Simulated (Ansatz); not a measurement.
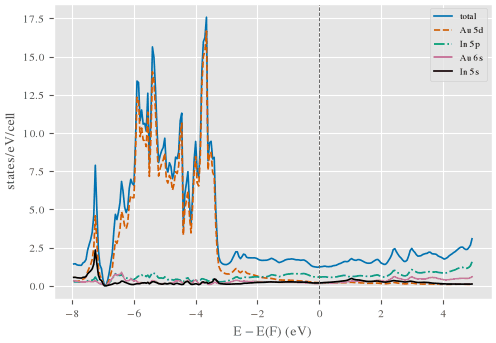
*Total and projected density of states of In₂Au₃ (La2O3 or Ni2Al3 type, P-3m1), plane-wave PAW r²SCAN (Ansatz code)*

Problem. Which orbitals carry the states next to the Fermi level?

Solution. Within 0.5 eV of the Fermi level: In 5p 46 %, Au 5d 16 %, In 5s 16 %, Au 6s 12 %, outside the projected shells 9 %. Projections are on Löwdin-orthogonalised atomic valence shells; empty p or d shells of many metals are not among them.

Problem. Where is the tallest occupied peak in this window, and what makes it?

Solution. Near -3.6 eV, about 18 states/eV per cell; the largest projected share is Au 5d.

The workflow started from a Materials Project entry (that database holds measured and hypothetical structures alike); the Crystallography Open Database copy checked does not list it. Its standing as an ambient phase is unchecked. The cell was relaxed with r²SCAN under the symmetry of its start; whether a distortion lowers the energy is not shown. Scalar-relativistic: spin–orbit coupling is off unless named, which matters more the heavier the elements.

Potentials: the earlier of the program's two PAW sets.
